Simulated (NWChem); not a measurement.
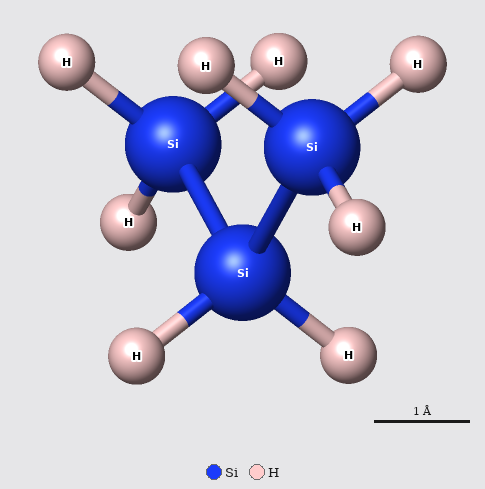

The structure as given in the input (ball-and-stick view, seen at an oblique angle).

Energy and gradient calculation, with input and output: Si3H8 (part 1 of 2)

System: Si3H8.
Method: M06-2X/6-31G*, RKS (NWChem 7.3.0).

The geometry comes from this level: PBE0-D4/def2-TZVP.

The input
```
start job
memory stack 880 mb heap 220 mb global 1100 mb
geometry units angstroms noautosym nocenter noautoz
 Si   -1.292570    1.366730   -0.525270
 Si   -0.462570   -0.807300   -0.296320
 Si    1.631930   -0.774400    0.742750
 H    -2.625850    1.367720   -1.185120
 H    -0.354030    2.180440   -1.344070
 H    -1.422540    2.000090    0.814640
 H    -0.343400   -1.440160   -1.640160
 H    -1.410380   -1.620800    0.516390
 H     1.515950   -0.154940    2.090430
 H     2.583820    0.031780   -0.068050
 H     2.179610   -2.149160    0.894770
end
basis "ao basis" spherical bse
 Si library 6-31G*
 H library 6-31G*
end
dft
 xc m06-2x
 grid xfine
 convergence energy 1e-08
 maxiter 100
 mulliken
 noprint "final vectors analysis"
end
task dft gradient
```

Launched with:
```bash
nwchem job.nw > job.out
```

Output
```
Northwest Computational Chemistry Package (NWChem) 7.3.0
             --------------------------------------------------------

           Job information
           ---------------

    nwchem branch   = 7.3.0
    use scalapack   = T
    input           = job.nw
    prefix          = job.
    data base       = ./job.db
    status          = startup
    nproc           =        1

           Memory information
           ------------------

    heap     =     28835834 doubles =      220.0 Mbytes
    stack    =    115343359 doubles =      880.0 Mbytes
    global   =    144179200 doubles =     1100.0 Mbytes (distinct from heap & stack)
    total    =    288358393 doubles =     2200.0 Mbytes
    verify   = yes
    hardfail = no

           Directory information
           ---------------------

  0 permanent = .
  0 scratch   = .

                                NWChem Input Module
                                -------------------

 Scaling coordinates for geometry "geometry" by  1.889725989
 (inverse scale =  0.529177249)

                             Geometry "geometry" -> ""
                             -------------------------

 Output coordinates in angstroms (scale by  1.889725989 to convert to a.u.)

  No.       Tag          Charge          X              Y              Z
 ---- ---------------- ---------- -------------- -------------- --------------
    1 Si                  14.0000    -1.29257000     1.36673000    -0.52527000
    2 Si                  14.0000    -0.46257000    -0.80730000    -0.29632000
    3 Si                  14.0000     1.63193000    -0.77440000     0.74275000
    4 H                    1.0000    -2.62585000     1.36772000    -1.18512000
    5 H                    1.0000    -0.35403000     2.18044000    -1.34407000
    6 H                    1.0000    -1.42254000     2.00009000     0.81464000
    7 H                    1.0000    -0.34340000    -1.44016000    -1.64016000
    8 H                    1.0000    -1.41038000    -1.62080000     0.51639000
    9 H                    1.0000     1.51595000    -0.15494000     2.09043000
   10 H                    1.0000     2.58382000     0.03178000    -0.06805000
   11 H                    1.0000     2.17961000    -2.14916000     0.89477000

      Atomic Mass
      -----------

      Si                27.976930
      H                  1.007825

 Effective nuclear repulsion energy (a.u.)     193.1178511057

            Nuclear Dipole moment (a.u.)
            ----------------------------
        X                 Y               Z
 ---------------- ---------------- ----------------
    -3.0268874995    -5.2810471449    -1.9368368575

            XYZ format geometry
            -------------------
    11
 geometry
 Si                   -1.29257000     1.36673000    -0.52527000
 Si                   -0.46257000    -0.80730000    -0.29632000
 Si                    1.63193000    -0.77440000     0.74275000
 H                    -2.62585000     1.36772000    -1.18512000
 H                    -0.35403000     2.18044000    -1.34407000
 H                    -1.42254000     2.00009000     0.81464000
 H                    -0.34340000    -1.44016000    -1.64016000
 H                    -1.41038000    -1.62080000     0.51639000
 H                     1.51595000    -0.15494000     2.09043000
 H                     2.58382000     0.03178000    -0.06805000
 H                     2.17961000    -2.14916000     0.89477000

 ==============================================================================
                                internuclear distances
 ------------------------------------------------------------------------------
       center one      |      center two      | atomic units |  angstroms
 ------------------------------------------------------------------------------
    2 Si               |   1 Si               |     4.41878  |     2.33832
    3 Si               |   2 Si               |     4.41876  |     2.33831
    4 H                |   1 Si               |     2.81121  |     1.48763
    5 H                |   1 Si               |     2.81145  |     1.48775
    6 H                |   1 Si               |     2.81144  |     1.48775
    7 H                |   2 Si               |     2.81602  |     1.49017
    8 H                |   2 Si               |     2.81602  |     1.49018
    9 H                |   3 Si               |     2.81145  |     1.48776
   10 H                |   3 Si               |     2.81145  |     1.48776
   11 H                |   3 Si               |     2.81120  |     1.48763
 ------------------------------------------------------------------------------
                         number of included internuclear distances:         10
 ==============================================================================

 ==============================================================================
                                 internuclear angles
 ------------------------------------------------------------------------------
        center 1       |       center 2       |       center 3       |  degrees
 ------------------------------------------------------------------------------
    2 Si               |   1 Si               |   4 H                |   111.23
    2 Si               |   1 Si               |   5 H                |   109.78
    2 Si               |   1 Si               |   6 H                |   109.79
    4 H                |   1 Si               |   5 H                |   108.72
    4 H                |   1 Si               |   6 H                |   108.72
    5 H                |   1 Si               |   6 H                |   108.54
    1 Si               |   2 Si               |   3 Si               |   110.39
    1 Si               |   2 Si               |   7 H                |   109.57
    1 Si               |   2 Si               |   8 H                |   109.58
    3 Si               |   2 Si               |   7 H                |   109.58
    3 Si               |   2 Si               |   8 H                |   109.58
    7 H                |   2 Si               |   8 H                |   108.11
    2 Si               |   3 Si               |   9 H                |   109.79
    2 Si               |   3 Si               |  10 H                |   109.79
    2 Si               |   3 Si               |  11 H                |   111.23
    9 H                |   3 Si               |  10 H                |   108.54
    9 H                |   3 Si               |  11 H                |   108.72
   10 H                |   3 Si               |  11 H                |   108.72
 ------------------------------------------------------------------------------
                            number of included internuclear angles:         18
 ==============================================================================

                      Basis "ao basis" -> "" (spherical)
                      -----
  [basis functions not shown]

 Summary of "ao basis" -> "" (spherical)
 ------------------------------------------------------------------------------
       Tag                 Description            Shells   Functions and Types
 ---------------- ------------------------------  ------  ---------------------
 Si                          6-31G*                  8       18   4s3p1d
 H                           6-31G*                  2        2   2s

                                 NWChem DFT Module
                                 -----------------

 Summary of "ao basis" -> "ao basis" (spherical)
 ------------------------------------------------------------------------------
       Tag                 Description            Shells   Functions and Types
 ---------------- ------------------------------  ------  ---------------------
 Si                          6-31G*                  8       18   4s3p1d
 H                           6-31G*                  2        2   2s

  Caching 1-el integrals
  itol2e modified to match energy
  convergence criterion.
  tol_rho modified to match energy
  convergence criterion.

            General Information
            -------------------
          SCF calculation type: DFT
          Wavefunction type:  closed shell.
          No. of atoms     :    11
          No. of electrons :    50
           Alpha electrons :    25
            Beta electrons :    25
          Charge           :     0
          Spin multiplicity:     1
          Use of symmetry is: off; symmetry adaption is: off
          Maximum number of iterations: 100
          AO basis - number of functions:    70
                     number of shells:    40
          Convergence on energy requested:  1.00D-08
          Convergence on density requested:  1.00D-05
          Convergence on gradient requested:  5.00D-04

              XC Information
              --------------
                       M06-2X Method XC Functional
                     Hartree-Fock (Exact) Exchange  0.540
                        M06-2X Exchange Functional  1.000
                      M06-2X Correlation Potential  1.000

             Grid Information
             ----------------
          Grid used for XC integration:  xfine
          Radial quadrature: Mura-Knowles
          Angular quadrature: Lebedev.
          Tag              B.-S. Rad. Rad. Pts. Rad. Cut. Ang. Pts.
          ---              ---------- --------- --------- ---------
          Si                  1.10      125          13.0      1454
          H                   0.35      100          14.0      1202
          Grid pruning is: on
          Number of quadrature shells:  1175
          Spatial weights used:  Erf1
```
